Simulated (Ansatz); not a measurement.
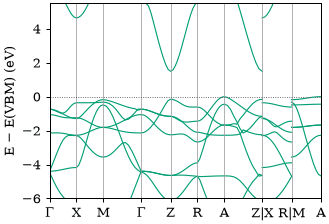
*Band structure from r²SCAN (plane waves, PAW; program Ansatz)*

Task: Read off the gap and where the band edges lie.

Result: About 1.5 eV (1.50 eV by a search for the band edges); maximum at A, minimum at Z.

Task: Which compound is it?
A. BaTiO3, P4mm (Ba on 1b, Ti on 1a, O on 2c, O on 1a)
B. SrGaHO2, P4/mmm (Sr on 1d, Ga on 1a, O on 2f, H on 1b)
C. B2CO, P-4m2 (B on 2g, C on 1a, O on 1c)
D. YSiNO2, P4/mmm (Y on 1b, Si on 1c, N on 1d, O on 2f)

Result: B, SrGaHO2, P4/mmm (Sr on 1d, Ga on 1a, O on 2f, H on 1b)

The start of the workflow was typed in or built on a structure type; neither database checked (COD, Materials Project) lists it. Whether it is the stable phase at ambient conditions was not checked. The r²SCAN relaxation kept the symmetry of its start; whether a distortion lowers the energy is not shown. Spin–orbit coupling is left out wherever it is not named.

Potentials: the earlier of the program's two PAW sets. The files were generated under PBE; for other functionals the program regenerates the frozen cores, and for LDA and PBEsol the local potential too.
